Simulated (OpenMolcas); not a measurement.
**Ta²⁺ among point charges: CASSCF and CASPT2 levels and susceptibility**

How does a field of 6 point charges split the states of Ta²⁺, and what χT follows?

The numbers are computed with OpenMolcas 26.06 (state-averaged CASSCF and CASPT2, spin-orbit coupling by RASSI with atomic mean-field integrals), except any that are marked as measured or tabulated.

### Step 1. The system

* Species: Ta²⁺ (tantalum, Z = 73, 71 electrons)
* Basis: ANO-RCC-VDZP [7s6p4d2f1g], 68 functions
* Scalar Hamiltonian: DKH2, point nucleus
* Inactive shells: 1s 2s 2p 3s 3p 3d 4s 4p 4d 4f 5s 5p
* Active space: 3 electrons in 5 orbitals (5d)
* Some configurations of this space: 5d3
* Orbitals: optimised for each spin and parity, averaged over all roots

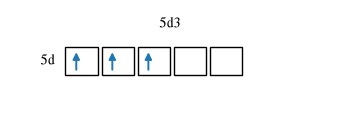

Occupation of the outer shells (arrows by Hund's rule).

The ion sits among 6 point charges of -1.36 e arranged as an octahedron (Oh), 1.82 Å from the ion.

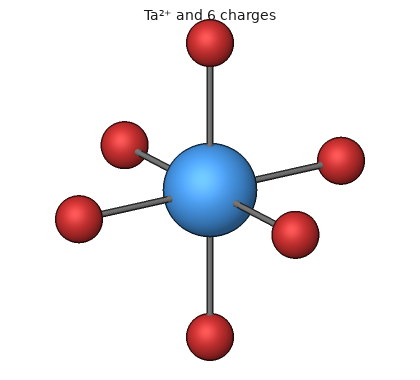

The ion and the point charges (red).

Each step is its own input file, run in one work folder so that later steps find the files of earlier ones. Labels, J, g values, rates, χT and fits are worked out afterwards by a script from the matrices that RASSI stores. The input lists half of the charges; inversion (Group=XYZ) makes the rest.

### Step 2. One- and two-electron integrals

Contents of a.inp:

```
&GATEWAY
Coord
1

Ta 0.0 0.0 0.0
Basis=ANO-RCC-VDZP
Group=XYZ
NoMove
AngMom=0.0 0.0 0.0
AMFI
XField
3 Angstrom 0
1.820000 0.000000 0.000000 -1.360000
0.000000 1.820000 0.000000 -1.360000
0.000000 0.000000 1.820000 -1.360000
&SEWARD
```

On the command line:

```bash
$ OMP_NUM_THREADS=1 MOLCAS_MEM=1689 MOLCAS_PROJECT=a pymolcas a.inp > a.log
```

### Step 3. Reference wave functions, quartets of even parity, 10 roots

Contents of a.inp:

```
&RASSCF
FileOrb=start.orb
Symmetry=1
Spin=4
nActEl=3 0 0
Inactive=15 19
Ras2=5 0
CIRoot=10 10 1
SDav=10
CIMx=300
Iter=120 100
PrWF=0.3
OrbListing=Nothing
MaxOrb=0
>>> COPY $Project.JobIph JOB001
```

start.orb holds the contracted functions of the basis, ordered by shell, or the orbitals of the step before.

### Step 4. CASSCF: doublets of even parity, 40 roots

Contents of a.inp:

```
&RASSCF
FileOrb=start.orb
Symmetry=1
Spin=2
nActEl=3 0 0
Inactive=15 19
Ras2=5 0
CIRoot=40 40 1
SDav=40
CIMx=300
Iter=120 100
PrWF=0.3
OrbListing=Nothing
MaxOrb=0
>>> COPY $Project.JobIph JOB002
```

### Step 5. RASSI: spin-orbit coupling between the states

Contents of a.inp:

```
&RASSI
NrOfJobIphs=2 10 40
1 2 3 4 5 6 7 8 9 10
1 2 3 4 5 6 7 8 9 10 11 12 13 14 15 16 17 18 19 20 21 22 23 24 25 26 27
28 29 30 31 32 33 34 35 36 37 38 39 40
IphNames
JOB001
JOB002
EJob
SpinOrbit
DIPRint=1.0
SOCoupling=1000.0
Subsets=2
Property=9
'ANGMOM' 1 'ANGMOM' 2 'ANGMOM' 3 'MLTPL  1' 1 'MLTPL  1' 2 'MLTPL  1' 3
'AMFI' 1 'AMFI' 2 'AMFI' 3
SOProperty=3
'ANGMOM' 1 'ANGMOM' 2 'ANGMOM' 3
```

### Step 6. CASPT2: IPEA 0.25, imaginary shift 0.1 (closed shells correlated: 4f 5s 5p)

Contents of a.inp:

```
>>> COPY JOB001 $Project.JobIph
&CASPT2
Multistate=10 1 2 3 4 5 6 7 8 9 10
NoMult
Frozen=14 9
IPEA=0.25
Imaginary=0.1
MaxIter=60
WThr=0.0 0.3 0.05
PrWF=0.5
NoMix
>>> COPY JOB002 $Project.JobIph
&CASPT2
Multistate=40 1 2 3 4 5 6 7 8 9 10 11 12 13 14 15 16 17 18 19 20 21 22
23 24 25 26 27 28 29 30 31 32 33 34 35 36 37 38 39 40
NoMult
Frozen=14 9
IPEA=0.25
Imaginary=0.1
MaxIter=60
WThr=0.0 0.3 0.05
PrWF=0.5
NoMix
```

(Steps that only read results are left out.)

What does the calculation give? Wanted: spin-free ground state; first state of the same spin within the active space; lowest level; next level.

The runs gave:

| quantity | value |
| --- | --- |
| method | SS-CASPT2, IPEA 0.25, imaginary shift 0.1 (closed shells correlated: 4f 5s 5p) |
| spin-free ground state | 4A2, 1-fold in its orbital part |
| first state of the same spin within the active space | 4T2 at 28700 cm⁻¹ |
| lowest level | 4-fold Γ8 |
| next level | 9791.4 cm⁻¹ |
| χT at 300 K | 1.57 cm³ K/mol |
| effective moment at 300 K | 3.55 μB |

Cost by method:

```
                                                 method  time of its own steps  time with the reference
                                              A. CASSCF                  9.1 s                    9.1 s
B. SS-CASPT2, IPEA 0.25, imaginary shift 0.1, +4f 5s 5p                  7.1 s                     16 s
```

Times are of one thread on a shared host.

What this shows: The spin-free ground state (4A2) comes to 100 % from free-ion F terms and keeps the highest spin of the shell. χT at 300 K is 1.57, against 1.88 cm³ K/mol for the spin alone, so spin-orbit coupling lowers it. A ligand-field fit to the states below 45000 cm-1 gives 10Dq = 29014 cm-1, B = 482 cm-1 and C = 1942 cm-1 (C/B = 4.03), with a deviation of 331 cm-1. CASPT2 does not keep the components of a term degenerate, and the means are used. The field of point charges can differ much from that of real complexes. This is an electrostatic model: the charges have no orbitals.
